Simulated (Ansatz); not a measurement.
# Lattice dynamics of PIr2 (Fm-3m), part 2 of 2

Wanted: phonon frequencies of PIr2 (Fm-3m) and what follows from them.

Ansatz 0.2.0; DFT PBEsol, scalar-relativistic, plane waves, PAW; PAW set soft_1.

So far. Step 3 (Relaxing to small forces for the phonons): The forces vanish by symmetry and the pressure is -0.006 GPa, within the tolerances set. The cell now holds 14.11 Å³/atom. The relaxed cell has a = 5.532 Å (conventional setting).

The database entry behind the starting cell differs from later determinations by our own check (0.1 to 0.3 % short, probably kX units), so it need not match the best structure at ambient conditions.

## Step 4: Linear response at the zone centre

The zone centre comes first: it holds the modes that light can see, as far as symmetry allows. No field response is asked, since the mesh shows no gap.

Contents of input.yaml:

```yaml
crystal:
  lattice:
    - [0.0, 2.7662066791, 2.7662066791]
    - [2.7662066791, 0.0, 2.7662066791]
    - [2.7662066791, 2.7662066791, 0.0]
  atoms:
    - { symbol: P, position: [0.0, 0.0, 0.0] }
    - { symbol: Ir, position: [0.25, 0.25, 0.25] }
    - { symbol: Ir, position: [0.75, 0.75, 0.75] }
kpoints:
  mp_grid: { grid: [16, 16, 16] }
hamiltonian:
  xc: pbesol
  pseudopotentials: { kind: paw, azcp: { folder: soft_1 }, xc_functional: pbe }
scf:
  occupations: { method: methfessel_paxton, width: 0.2 }
output:
  eigenvalues: true
phonons:
  method: dfpt
```

Started as:

```console
ansatz run input.yaml --threads 4 --pin off --max-ram 10240MiB --backend cpu --events-out ev --progress --plain --runs-dir out
```

Numbers of over 12 decimals in the logs are rounded to 6 here.

Output:

```text
zone centre: on kpoints.mp_grid the ground state, and the responses unless they are solved on pairs of k-points, stand on 349 of the mesh's 4096 k-points, reduced under 8 symmetry operations, with k and −k counted as one. Each operation leaves every solved displacement unchanged or reverses it
[...]
Crystal: 3 atoms, lattice volume = 42.333 Å³
Basis set: ecut = 420 eV, 869 PW (Γ), exchange–correlation on 54×54×54 points (8 copies of the dense FFT grid, shifted against one another)
Bands: 24, of which v1, the nominal top of the filled ones, is band 20 counted from 1 (19 counted from 0)
Symmetry: 48 space group operations
k-points: 349 of 4096 (irreducible under 8 space group operations, time reversal used)
[...]
SCF iter   1: F=—  HF=-24342.436559 eV  |F-HF|=—  |Δ(HF+E_count)|=         —  Δρ=4.67e-2  dr2=4.37e-1  ethr=3.10e-3  ⟨swp⟩=5.1  Hψ=35757  notcnv=0
[...]
SCF iter  10: F=-24342.245802 eV  HF=-24342.245802 eV  |F-HF|=7.28e-12  |Δ(HF+E_count)|=  7.28e-12  S|Δr|=    0.00e0  Δρ=3.54e-8  dr2=3.58e-13  ethr=1.00e-12  ⟨swp⟩=7.0  Hψ=39734  notcnv=0
SCF 1 converged in 10 iterations: F = -24342.245802 eV  dr2 = 3.58e-13
[...]
DFPT response loops at Γ: preconditioner auto → Kerker (q_TF=auto, 2.691 Å⁻¹) (partly filled bands, converged f_vac=0.001); β = 1.00, the filter's whole step (`scf.mixing.beta` (0.50) is not read by the response loops under this deck's `scf.mixing.preconditioner`; to damp them name `kerker` or `kerker_dos`, under which they read `scf.mixing.beta`, and type it under 1.00, their step now; both keys bind the ground state too); Broyden in place of MSR1
SCF converged after 10 iterations
[...]
Free energy (F): -24342.245802 eV
[...]
Internal energy: -24342.248067 eV  (E = F + TS)
E sigma→0 (E₀):  -24342.246368 eV
Entropy (-TS):   0.002265 eV (0.755 meV/atom)
Fermi energy:    20.596415 eV
[...]
--- Band table (eV; the first three rows and the last of 349) ---
  k-point 0: bands = [... 16 lower, 20.0525, 20.9796, 22.2307, 22.2307, 25.0366, 25.0366, 25.0366, 25.5503]
  k-point 1: bands = [... 16 lower, 19.9840, 21.1101, 22.0060, 22.0060, 24.5885, 24.9643, 24.9643, 25.6394]
  k-point 2: bands = [... 16 lower, 19.7812, 21.4686, 21.4686, 21.4803, 23.5675, 24.9156, 24.9156, 25.8201]
  k-point 348: bands = [... 16 lower, 18.0342, 18.8136, 19.1965, 19.5843, 22.4323, 22.4323, 27.9468, 27.9468]
--- Phonons (Γ-DFPT): 2 representative perturbations + reference, on 349 of 4096 k-points (Σ response iterations 7) ---
  k mesh reduced under 8 symmetry operations, with k and −k counted as one. Each operation leaves every solved displacement unchanged or reverses it
  ASR residual: 1.063e-5 → 0.000e0 eV/Å²; symmetrization residual: 2.769e-7 eV/Å²
  ASR residual per site (eV/Å²): 3.66e-7 1.06e-5 1.06e-5
  Γ frequencies (cm⁻¹): 0.00 0.00 0.00 183.68 183.68 183.68 330.50 330.50 330.50
  non-analytic LO–TO correction: not included (Born effective charges unavailable; polar crystals: no LO–TO splitting at Γ)
```

Wall time 25 s (4 threads of Arm Neoverse V2, shared host); peak memory 1.2 GiB; 93 s of CPU time.

In the SCF lines HF is the Harris–Foulkes energy and dr2 the Hartree energy of the density residual, in eV; the loop may stop once dr2 is under the threshold and the program's other checks hold. Hψ counts applications of the Hamiltonian.

Numbers from this step:

- sum-rule residual before enforcement: 1.06e-5 eV/Å²
- point group: m-3m
- highest optical mode at the zone centre (no LO-TO term): 330.5 cm⁻¹
- lowest optical zone-centre mode: 183.7 cm⁻¹

Patterns of degenerate modes are one choice out of their space. The modes at Γ (shares of kinetic energy by element, %):

| mode | frequency (cm⁻¹) | symmetry | P % | Ir % |
| --- | --- | --- | --- | --- |
| 1 | 0.0 | acoustic | 7 | 93 |
| 2 | 0.0 | acoustic | 7 | 93 |
| 3 | 0.0 | acoustic | 7 | 93 |
| 4 | 183.7 | T2g | 0 | 100 |
| 5 | 183.7 | T2g | 0 | 100 |
| 6 | 183.7 | T2g | 0 | 100 |
| 7 | 330.5 | T1u | 93 | 7 |
| 8 | 330.5 | T1u | 93 | 7 |
| 9 | 330.5 | T1u | 93 | 7 |

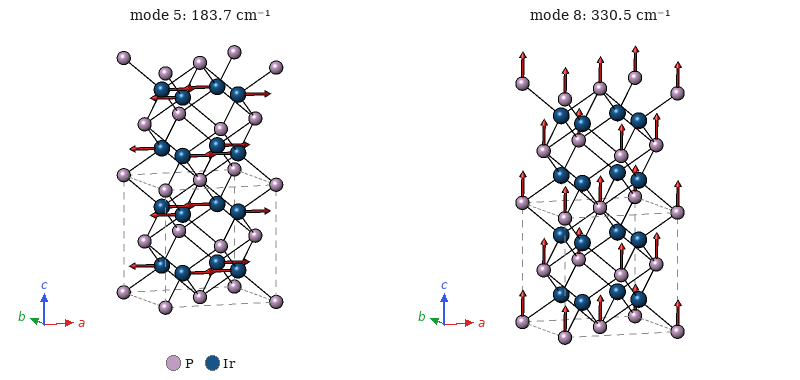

Displacement patterns of modes 5 and 8 at Γ; arrows are exaggerated. 1×1×2 conventional cells are drawn. Some periodic images of atoms are drawn too.

Before it was imposed, the acoustic sum rule was missed by 1.1e-5 eV/Å². Small misses are needed for a sound result but don't prove that mesh and cutoff are converged. The lowest optical mode is real, 184 cm⁻¹.

## Step 5: Response at finite wavevector

Stability and thermal properties need the whole zone. Linear response on a 4×4×4 q mesh gives force constants as far as a supercell of that size would.

Edit input.yaml of step 4 so:

```diff
@@ -20 +20,8 @@
   method: dfpt
+  qmesh: [4, 4, 4]
+  temperatures: { t_max: 1000, t_step: 50 }
+  qpath:
+    path:
+      - [[0.0, 0.0, 0.0], [0.5, 0.0, 0.5], [0.625, 0.25, 0.625]]
+      - [[0.375, 0.375, 0.75], [0.0, 0.0, 0.0], [0.5, 0.5, 0.5], [0.5, 0.25, 0.75], [0.5, 0.0, 0.5]]
+    npoints: 10
```

Output:

```text
[...]
Crystal: 3 atoms, lattice volume = 42.333 Å³
Basis set: ecut = 420 eV, 869 PW (Γ), exchange–correlation on 54×54×54 points (8 copies of the dense FFT grid, shifted against one another)
Bands: 24, of which v1, the nominal top of the filled ones, is band 20 counted from 1 (19 counted from 0)
Symmetry: 48 space group operations
k-points: 145 of 4096
[...]
SCF iter   1: F=—  HF=-24342.436618 eV  |F-HF|=—  |Δ(HF+E_count)|=         —  Δρ=4.67e-2  dr2=4.37e-1  ethr=3.10e-3  ⟨swp⟩=5.1  Hψ=14840  notcnv=0
[...]
SCF iter  10: F=-24342.245802 eV  HF=-24342.245802 eV  |F-HF|=1.46e-11  |Δ(HF+E_count)|=  1.82e-11  S|Δr|=    0.00e0  Δρ=3.50e-8  dr2=3.33e-13  ethr=1.00e-12  ⟨swp⟩=7.2  Hψ=16628  notcnv=0
SCF 1 converged in 10 iterations: F = -24342.245802 eV  dr2 = 3.33e-13
[...]
phonons: the bands overlap, so this run is a metal and interpolates without the dipole-dipole term. If the crystal is really an insulator or semiconductor, its LO-TO splitting is missing
NSCF: frozen V_eff on 145 k-points
[...]
DFPT response loops at q = (0, 0, 0) (fractional): preconditioner auto → Kerker (q_TF=auto, 2.691 Å⁻¹) (partly filled bands, converged f_vac=0.001); β = 1.00, the filter's whole step (`scf.mixing.beta` (0.50) is not read by the response loops under this deck's `scf.mixing.preconditioner`; to damp them name `kerker` or `kerker_dos`, under which they read `scf.mixing.beta`, and type it under 1.00, their step now; both keys bind the ground state too); Broyden in place of MSR1
[...]
phonons.qmesh, q = [0.0000, 0.2500, -0.5000]: its response loops start from zero, take more passes and end by a threshold: the memory limit or budget leaves too little room for the subspace of the ground state's own states beside the solves, or none could be made (phonons.method)
[...]
SCF converged after 10 iterations
[...]
Free energy (F): -24342.245802 eV
[...]
Internal energy: -24342.248067 eV  (E = F + TS)
E sigma→0 (E₀):  -24342.246368 eV
Entropy (-TS):   0.002265 eV (0.755 meV/atom)
Fermi energy:    20.596415 eV
[...]
--- Band table (eV; the first three rows and the last of 145) ---
  k-point 0: bands = [... 16 lower, 20.0525, 20.9796, 22.2307, 22.2307, 25.0366, 25.0366, 25.0366, 25.5503]
  k-point 1: bands = [... 16 lower, 19.9840, 21.1101, 22.0060, 22.0060, 24.5885, 24.9643, 24.9643, 25.6394]
  k-point 2: bands = [... 16 lower, 19.7812, 21.4686, 21.4686, 21.4803, 23.5675, 24.9156, 24.9156, 25.8201]
  k-point 144: bands = [... 16 lower, 18.0342, 18.8136, 19.1965, 19.5843, 22.4323, 22.4323, 27.9468, 27.9468]
--- Phonons (Γ-DFPT): 2 representative perturbations + reference (Σ response iterations 7) ---
  ASR residual: 8.451e-6 → 0.000e0 eV/Å²; symmetrization residual: 1.475e-7 eV/Å²
  ASR residual per site (eV/Å²): 7.88e-8 8.45e-6 8.45e-6
  Γ frequencies (cm⁻¹): 0.00 0.00 0.00 183.68 183.68 183.68 330.50 330.50 330.50
--- Phonons (arbitrary-q DFPT): 8 irreducible q on the 4×4×4 mesh ---
  q = [0.0000, 0.0000, 0.0000] (star 1, of the zone-centre solve; hermiticity 1.99e-8, symmetrization 1.36e-13): -0.00 0.00 0.00 183.68 183.68 183.68 330.50 330.50 330.50
  q = [0.0000, 0.0000, 0.2500] (star 8, 2 solved perturbations on 2176 of 4096 k-point pairs; hermiticity 2.59e-7, symmetrization 1.99e-13): 81.56 81.56 108.01 172.36 173.20 173.20 329.22 329.22 385.92
[...]
q = [0.0000, 0.2500, 0.2500] (star 6, 4 solved perturbations in 3616 linear systems a pass and spin channel, the states on 1160 of 4096 k-point pairs; hermiticity 1.58e-7, symmetrization 1.51e-13): 53.03 53.03 140.61 152.61 173.59 173.59 332.52 332.52 399.11
[...]
sum rule: each row above includes the acoustic sum rule's correction from the zone centre's row sums; it moved no ω² by more than (0.11 cm⁻¹)²
  mesh force constants: q→R imaginary residual 6.15e-18; ASR residual 8.451e-6 → 0.000e0 eV/Å²; symmetrization residual 1.421e-14 eV/Å²
  interpolated dispersion: 62 rows × 9 modes
  density of states and harmonic sums: on the 20×20×20 q-mesh, interpolated from the force constants of a 4×4×4 supercell (no non-analytic term)
  largest difference from the sums on the solved wave vectors: F 8.61e-3 eV, S 1.26e-5 and C_V 4.01e-6 eV/K
  zero-point energy: 0.115726 eV/cell   skipped modes (ω ≤ 0): 3   left out of the sums: 4.17e-5 of the cell's modes: C_V's classical limit lies that fraction below 3 k_B per atom; for a crystal, a wire or a layer, F and S can be off by more, and a phonons.interpolated_qmesh denser along its periods is the remedy for the sampling
```

The job ended after 21 min (4 threads; peak memory 6.1 GiB; 84 min of CPU time).

This step gave:

* sum-rule residual before enforcement: 8.45e-6 eV/Å²
* lowest frequency on the path: 0 cm⁻¹
* highest frequency on the path or at a solved wavevector: 442.5 cm⁻¹
* mean frequency: 207.4 cm⁻¹
* Debye temperature (second moment): 439 K
* logarithmic mean frequency: 175.6 cm⁻¹
* lowest mode on the q mesh (acoustic modes at Γ apart): 22.28 cm⁻¹
* zero-point energy per atom: 38.58 meV
* heat capacity at 300 K: 22.57 J/(mol atoms K)
* vibrational entropy at 300 K: 30.49 J/(mol atoms K)
* edges of the widest gap between branches, on path and mesh: 207.2, 327.3 cm⁻¹

Frequencies (cm⁻¹) solved at each irreducible wavevector; negative means imaginary. Frequencies by wavevector, by row:

| q in reciprocal lattice units | star | mode 1 | mode 2 | mode 3 | mode 4 | mode 5 | mode 6 | mode 7 | mode 8 | mode 9 |
| --- | --- | --- | --- | --- | --- | --- | --- | --- | --- | --- |
| 0 0 0 | 1 | 0 | 0 | 0 | 183.7 | 183.7 | 183.7 | 330.5 | 330.5 | 330.5 |
| 0 0 0.25 | 8 | 81.6 | 81.6 | 108 | 172.4 | 173.2 | 173.2 | 329.2 | 329.2 | 385.9 |
| 0 0 -0.5 | 4 | 132.2 | 132.2 | 138.8 | 141.9 | 141.9 | 172.4 | 327.3 | 327.3 | 396.2 |
| 0 0.25 0.25 | 6 | 53 | 53 | 140.6 | 152.6 | 173.6 | 173.6 | 332.5 | 332.5 | 399.1 |
| 0 0.25 -0.5 | 24 | 86.8 | 102.2 | 113.2 | 156.4 | 163.6 | 192.5 | 333.2 | 345.7 | 402.6 |
| 0 0.25 -0.25 | 12 | 57.3 | 128.2 | 138.4 | 147.6 | 157.5 | 189.1 | 330.1 | 345.9 | 387.9 |
| 0 -0.5 -0.5 | 3 | 22.3 | 78.2 | 78.2 | 154.8 | 154.8 | 207.2 | 336.6 | 336.6 | 442.5 |
| 0.25 -0.5 -0.25 | 6 | 22.9 | 80.6 | 144.2 | 144.2 | 163.4 | 205.1 | 336.6 | 376 | 376 |

Interpolated from a 4×4×4 q mesh. The phonon branches at the labelled points (cm⁻¹):

| point | branch 1 | branch 2 | branch 3 | branch 4 | branch 5 | branch 6 | branch 7 | branch 8 | branch 9 |
| --- | --- | --- | --- | --- | --- | --- | --- | --- | --- |
| Γ | 0 | 0 | 0 | 184 | 184 | 184 | 330 | 330 | 330 |
| X | 22 | 78 | 78 | 155 | 155 | 207 | 337 | 337 | 442 |
| U | 43 | 106 | 111 | 152 | 163 | 204 | 335 | 355 | 402 |
| jump to K | 43 | 106 | 111 | 152 | 163 | 204 | 335 | 355 | 402 |
| Γ | 0 | 0 | 0 | 184 | 184 | 184 | 330 | 330 | 330 |
| L | 132 | 132 | 139 | 142 | 142 | 172 | 327 | 327 | 396 |
| W | 23 | 81 | 144 | 144 | 163 | 205 | 337 | 376 | 376 |
| X | 22 | 78 | 78 | 155 | 155 | 207 | 337 | 337 | 442 |

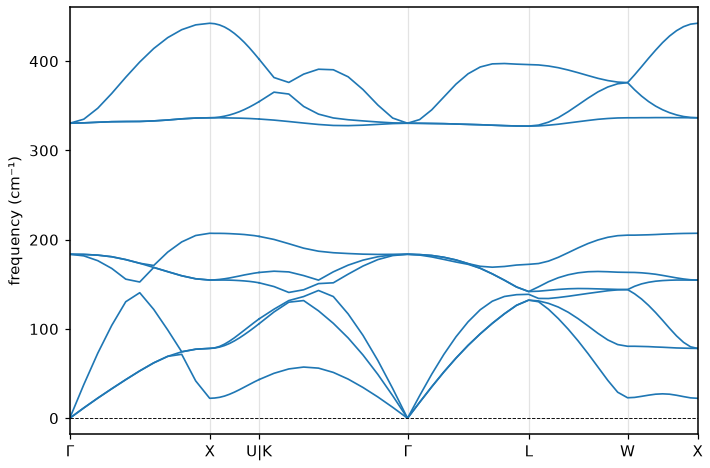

Phonon branches along the path.

The phonon density of states has structure finer than the step of the table below, so its rows give means over 25 cm⁻¹, whole bins alone (the curve runs from 2.5 to 442 cm⁻¹). Peaks (cm⁻¹: height): 132.5: 0.0475, 162.5: 0.135, 182.5: 0.0534, 332.5: 0.163, 392.5: 0.0444.

Tetrahedra on a 20×20×20 mesh, mean over bins of 5 cm-1. Interpolated from a 4×4×4 q mesh. Table of phonon density of states by wavenumber; means over each step:

| wavenumber (cm⁻¹) | phonon density of states (1/cm⁻¹/cell) |
| --- | --- |
| 25 | 0.00353 |
| 50 | 0.0171 |
| 75 | 0.0258 |
| 100 | 0.0290 |
| 125 | 0.0382 |
| 150 | 0.0611 |
| 175 | 0.0455 |
| 200 | 0.0198 |
| 225 | 0 |
| 250 | 0 |
| 275 | 0 |
| 300 | 0 |
| 325 | 0.0520 |
| 350 | 0.0264 |
| 375 | 0.0113 |
| 400 | 0.0250 |
| 425 | 0.00505 |

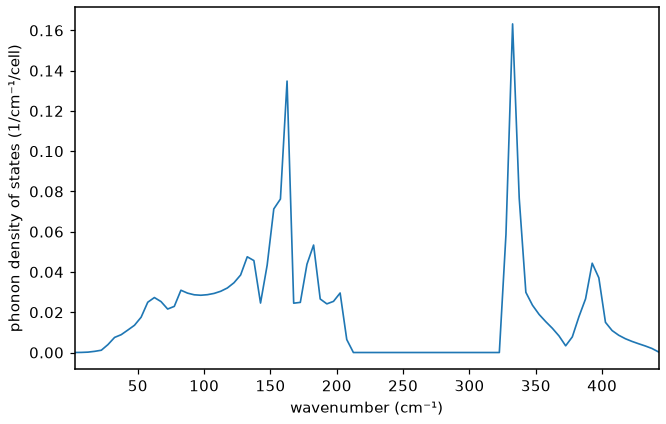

Phonon density of states, plotted against wavenumber.

The partial phonon density of states has structure finer than the step of the table below, so its rows give means over 20 cm⁻¹, whole bins alone (the curve runs from -10 to 465 cm⁻¹). Peaks (cm⁻¹: height): Ir 163.3: 0.0880, 181.2: 0.0465, 333.6: 0.0137; P 333.6: 0.115, 393.4: 0.0398.

Phonopy on the run's constants, 17x17x17 mesh, Gaussian sigma 3.4 cm-1. Interpolated from a 4×4×4 q mesh. The partial phonon density of states by wavenumber; means over each step; values in 1/cm⁻¹/cell:

| wavenumber (cm⁻¹) | Ir | P |
| --- | --- | --- |
| 0 | 5.0e-5 | 3.8e-6 |
| 20 | 0.00201 | 7.0e-5 |
| 40 | 0.00987 | 2.6e-4 |
| 60 | 0.0224 | 5.3e-4 |
| 80 | 0.0261 | 5.4e-4 |
| 100 | 0.0282 | 6.1e-4 |
| 120 | 0.0328 | 0.00101 |
| 140 | 0.0410 | 0.00175 |
| 160 | 0.0689 | 0.00442 |
| 180 | 0.0368 | 0.00108 |
| 200 | 0.0209 | 1.7e-4 |
| 220 | 5.5e-4 | 2.7e-7 |
| 240 | 0 | 0 |
| 260 | 0 | 0 |
| 280 | 0 | 0 |
| 300 | 0 | 0 |
| 320 | 0.00206 | 0.0191 |
| 340 | 0.00668 | 0.0599 |
| 360 | 7.1e-4 | 0.0127 |
| 380 | 4.4e-4 | 0.0152 |
| 400 | 5.0e-4 | 0.0248 |
| 420 | 4.0e-5 | 0.00638 |
| 440 | 1.8e-6 | 0.00160 |

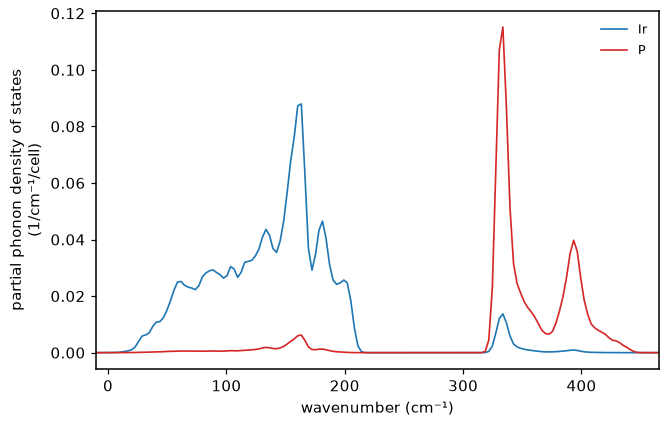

Partial phonon density of states, plotted against wavenumber.

Harmonic thermodynamic functions per atom, from the density of states. Interpolated from a 4×4×4 q mesh. Thermodynamic functions, by row:

| T (K) | F_vib (meV/atom) | S (J/mol-atom/K) | C_V (J/mol-atom/K) |
| --- | --- | --- | --- |
| 0 | 38.58 | 0 | 0 |
| 50 | 38.09 | 3.096 | 6.228 |
| 100 | 34.74 | 9.892 | 13.57 |
| 200 | 18.03 | 21.77 | 20.25 |
| 300 | -9.28 | 30.49 | 22.57 |
| 400 | -44.46 | 37.13 | 23.54 |
| 500 | -85.79 | 42.44 | 24.02 |
| 600 | -132.1 | 46.85 | 24.3 |
| 700 | -182.7 | 50.61 | 24.46 |
| 800 | -236.9 | 53.88 | 24.57 |
| 900 | -294.2 | 56.78 | 24.65 |
| 1000 | -354.5 | 59.38 | 24.7 |

Harmonic mean-square displacement, third of the trace. Interpolated from a 4×4×4 q mesh. Mean square displacements, by row:

| T (K) | P1 U_eq (Å²) | Ir2 U_eq (Å²) | Ir3 U_eq (Å²) |
| --- | --- | --- | --- |
| 0 | 0.00174 | 7.70e-4 | 7.70e-4 |
| 100 | 0.00202 | 0.00147 | 0.00147 |
| 300 | 0.00358 | 0.00391 | 0.00391 |
| 600 | 0.00654 | 0.00771 | 0.00771 |

Symmetry leaves 8 wavevectors to solve. The lowest mode among them, the acoustic zeros apart, lies at q = (0, -0.5, -0.5) and is real, 22.3 cm⁻¹.

## Step 6: Results

```yaml
space_group_after_relaxation_within_0p01_a: Fm-3m
volume_per_atom: 14.1 Å³
electronic_character: no gap on this mesh
highest_optical_mode_at_the_zone_centre_no_lo_to_term: 330 cm⁻¹
lowest_optical_zone_centre_mode: 184 cm⁻¹
lowest_mode_on_the_q_mesh_acoustic_modes_at_gamma_apart: 22.3 cm⁻¹
highest_frequency_on_the_path_or_at_a_solved_wavevector: 442 cm⁻¹
zero_point_energy_per_atom: 38.6 meV
heat_capacity_at_300_k: 22.6 J/(mol atoms K)
vibrational_entropy_at_300_k: 30.5 J/(mol atoms K)
debye_temperature_second_moment: 439 K
imaginary_modes_on_the_4x4x4_q_mesh: none
```

What this shows: The structure is a minimum as far as tested: no mode is imaginary at the 8 irreducible wavevectors of the 4×4×4 mesh, and the softest away from the acoustic zeros lies at 22 cm⁻¹. The optical modes at Γ span 184 to 330 cm⁻¹. The highest mode in this list at Γ, 330.5 cm⁻¹, is mostly motion of P (93 % of the kinetic energy). On the path and the mesh, the widest gap between branches runs from 207 to 327 cm⁻¹. With no gap, or one that is small against the smearing, the frequencies hang on the k mesh and the smearing, most of all near Kohn anomalies. The phonon runs are without spin polarisation, although the cell has an odd electron count. Spin-orbit coupling is left out, which can matter for the heavy elements here. The PAW files were made for PBE and serve the other functionals too. These are harmonic frequencies at zero temperature: anharmonic shifts, linewidths and thermal expansion are left out.

[Logs are printed without paths, hosts, clocks, repeated set-up lines and the standing remarks that a program may print on its own settings, such as how far it seeks lower states.]

[Hosts, paths, dates, database ids (printed as entryN), source tags and the programs' standing remarks are cut or masked in the printed files.]
